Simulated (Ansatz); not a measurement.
# What N → B does to YN

Consider YN in the rock salt structure (space group Fm-3m, No. 225; a = 4.8957 Å).

It is then changed as follows: B takes the place of N on all its sites; the structure is relaxed again.

The values are results of r2SCAN (Ansatz, an electronic-structure program, PAW, no SOC), not measurements. Settings: 15×15×15 k-points, 0.05 eV Fermi–Dirac smearing, for the changed cell.

The volume per atom rises by 4.65 Å³ (14.67 Å³ → 19.32 Å³) and the lattice parameter a goes up by 0.4708 Å (4.896 Å → 5.366 Å). The space group remains Fm-3m (No. 225) and the shortest interatomic distance grows by 0.235 Å (2.448 Å → 2.683 Å). The band gap changes from 0.58 eV to zero.

Final structure:

```
YB
1.0
    0.00000     2.68322     2.68322
    2.68322     0.00000     2.68322
    2.68322     2.68322     0.00000
B Y
1 1
Direct
  0.00000   0.00000   0.00000
  0.50000   0.50000   0.50000
```

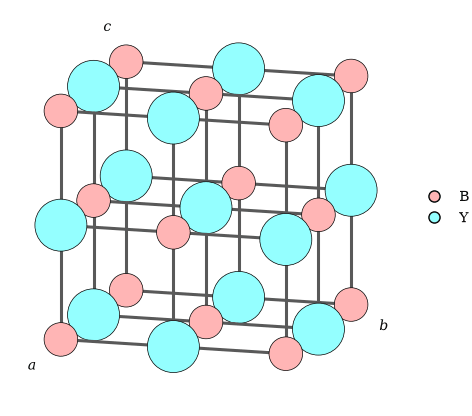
Figure: The relaxed conventional cell after the change

Cost of the whole job for the changed cell (relaxation, final SCF and bands): very roughly 50 core-seconds.

Whether these cells are dynamically stable was not tested. As relaxed here, YB is a hypothetical phase, not in the database extracts checked. The final runs are not spin-polarised. YB has a high density of states at the Fermi level and may be magnetic at this level.
